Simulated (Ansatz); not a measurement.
## TiSi2, response to strain

Base system: TiSi2 (space group Cmcm, No. 63; a = 3.527 Å, b = 13.517 Å, c = 3.565 Å). Axes: x, y, z lie along a, b, c of the conventional cell.

Strains are applied to the cell and any free atomic positions relax; under biaxial strain the out-of-plane vector relaxes too.

Level of theory: Kohn–Sham DFT with the r2SCAN functional, run in Ansatz (a first-principles code) with PAW and 500 eV plane waves, scalar-relativistic without spin-orbit coupling.

Notes on the quantities. pressure: mean of the normal stresses, compression positive.

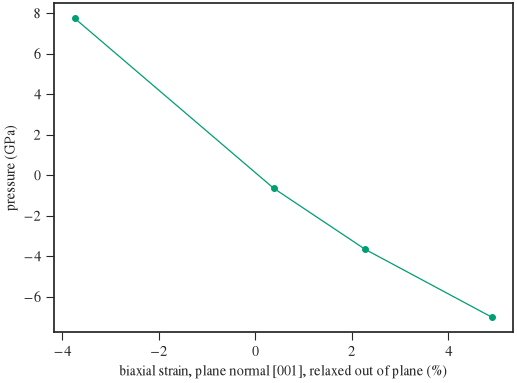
Pressure against biaxial strain, plane normal [001], relaxed out of plane

| biaxial strain, plane normal [001], relaxed out of plane (%) | pressure |
|---|---|
| -3.74 | 7.7 GPa |
| 0.38 | -0.6 GPa |
| 2.28 | -3.7 GPa |
| 4.91 | -7.0 GPa |

Without a gap, meshes like the base's 14×14×13 leave anisotropic stresses uncertain by several tenths of a GPa, and small strain energies with them. Stability against distortions was not tested. The final runs are not spin-polarised.
